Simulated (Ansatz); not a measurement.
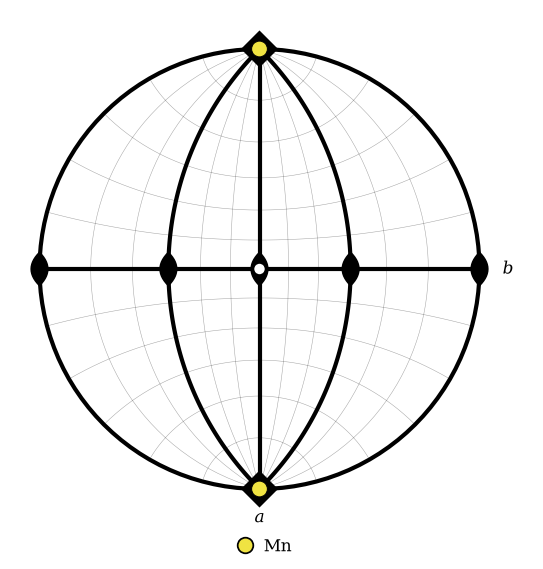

Directions from one chlorine atom at (1/2, 0, 0) to its bonded neighbours, in stereographic projection down c (filled: above the plane of the page or in it, open: below). Crystal: MnCl3, the input geometry of an electronic-structure calculation (not necessarily at equilibrium); the starting structure was generated, so it need not be a known form of this composition. The drawing is computed from the coordinates (standard cell, symmetry found to 0.002 Å).

Neighbours are counted up to 2.94 Å for Mn. The symmetry elements of the site are drawn in: heavy lines are mirror planes (a heavy rim: a mirror in the plane of the page); lens, triangle, square and hexagon are 2-, 3-, 4- and 6-fold axes, a lens in an open square is −4, a triangle in an open hexagon −6; thin dashed diameters join the ends of axes that lie in the page; a small open circle marks inversion.

```
Mn Cl
1.0
     4.66288    0.00000    0.00000
     0.00000    4.66288    0.00000
     0.00000    0.00000    4.66288
Mn Cl
1 3
Direct
  0.00000 0.00000 0.00000
  0.50000 0.00000 0.00000
  0.00000 0.00000 0.50000
  0.00000 0.50000 0.00000
```

**How many neighbours are there, and at what angles?**

2: 2 Mn at 2.33 Å. Angles between bonds: 180° (1×).

**What is the site's symmetry in the crystal?**

Point group 4/mmm (D4h), order 16: one fourfold axis, four twofold axes, five mirror planes, an inversion centre. In Pm-3m, No. 221 this is Wyckoff position 3d.
